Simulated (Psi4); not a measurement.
**HF/6-311+G(d,p) (density fitting, sweep point 1) run of SiCNClF2 (SMILES N#C[Si](F)(F)Cl)**

We compute the energy of SiCNClF2. 

The results are computed with Psi4 1.11.

5 further runs of the same task are left out: 1 that didn't finish, 4 set aside as unsound or not needed.

## Step 1: The structure to begin with

SiCNClF2 has 6 atoms, charge 0, and is taken as a singlet. As SMILES, `N#C[Si](F)(F)Cl`. The shape is that of a PBE0-D4/def2-TZVP optimisation.

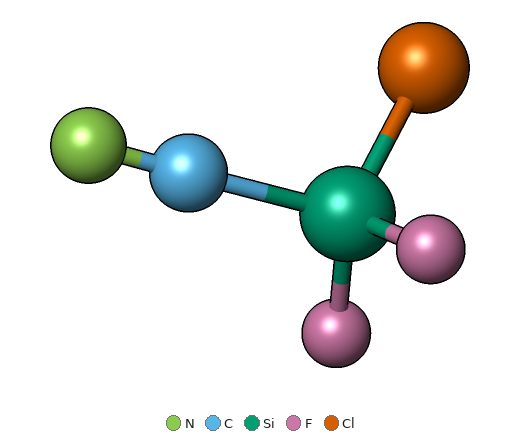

Viewed from a chosen angle; nitrogen green, carbon blue, silicon teal, fluorine pink, chlorine orange.

## Step 2: A single-point energy at HF/6-311+G(d,p) (density fitting, sweep point 1)

Contents of cclf2nsi.in:

```
memory 1600 mb

molecule {
  0 1
  N      1.925400    -1.092200     1.077400
  C      1.030100    -0.609300     0.540000
  Si    -0.394400     0.176700    -0.290300
  F     -1.487900    -0.920300    -0.527700
  F      0.087600     0.719200    -1.679000
  Cl    -1.118900     1.661900     0.833400
  symmetry c1
}

set globals {
  basis     6-311+G**
  reference rhf
  scf_type  df
}

E, wfn = energy("scf", return_wfn=True)
print_variables()
```

Started as:

```sh
psi4 -n 1 cclf2nsi.in cclf2nsi.out
```

cclf2nsi.out:

```text
[...]
  Running in c1 symmetry.
[...]
  Nuclear repulsion =  351.977762816507550
[...]
  Multiplicity = 1
[...]
  Nalpha       = 31
  Nbeta        = 31
[...]
    Number of basis functions: 148
[...]
   @DF-RHF iter   1: -1039.79113002630856   -1.07506e+00   3.68743e-03 ADIIS/DIIS
[...]
   @DF-RHF iter   8: -1039.90352321860746   -1.32823e-07   6.14365e-07 DIIS
[...]
    Orbital Energies [Eh]
    ---------------------
    Doubly Occupied:
       1A   -104.887045     2A    -68.965102     3A    -26.353695
       4A    -26.353653     5A    -15.630733     6A    -11.296080
       7A    -10.615118     8A     -8.083249     9A     -8.080548
      10A     -8.080530    11A     -6.300391    12A     -4.409990
      13A     -4.409315    14A     -4.408235    15A     -1.672343
      16A     -1.652153    17A     -1.265468    18A     -1.165610
      19A     -0.874008    20A     -0.787512    21A     -0.778295
      22A     -0.750679    23A     -0.719412    24A     -0.710613
      25A     -0.701428    26A     -0.623118    27A     -0.590009
      28A     -0.538898    29A     -0.531764    30A     -0.517608
      31A     -0.510260
[...]
  @DF-RHF Final Energy: -1039.90352321860746
   => Energetics <=
    Nuclear Repulsion Energy =            351.9777628165075498
    One-Electron Energy =               -2139.2368045023226841
    Two-Electron Energy =                 747.3555184672077303
    Total Energy =                      -1039.9035232186074609
[...]
 Multipole Moments:
 ------------------------------------------------------------------------------------
     Multipole            Electronic (a.u.)      Nuclear  (a.u.)        Total (a.u.)
 ------------------------------------------------------------------------------------
 L = 1.  Multiply by 2.5417464519 to convert [e a0] to [Debye]
 Dipole X            :         -2.0741831            1.5101730           -0.5640101
 Dipole Y            :          0.9998388           -0.5214814            0.4783574
 Dipole Z            :         -1.4152248            1.3238881           -0.0913367
 Magnitude           :                                                    0.7451682
[...]
```

Run time: 3.6 s. Hardware: 1 thread of Intel Xeon Platinum 8275CL at 3.00GHz (Skylake/Cascade Lake), shared host; peak memory 0.32 GiB.

## Step 3: Summary of results

At HF/6-311+G** (density fitting, sweep point 1):

| quantity | value |
| --- | --- |
| total energy | -1039.90352 Eh |
| dipole moment | 1.89 D |
| HOMO energy | -13.88 eV |
| LUMO energy | 1.28 eV |
| HOMO–LUMO gap | 15.16 eV |
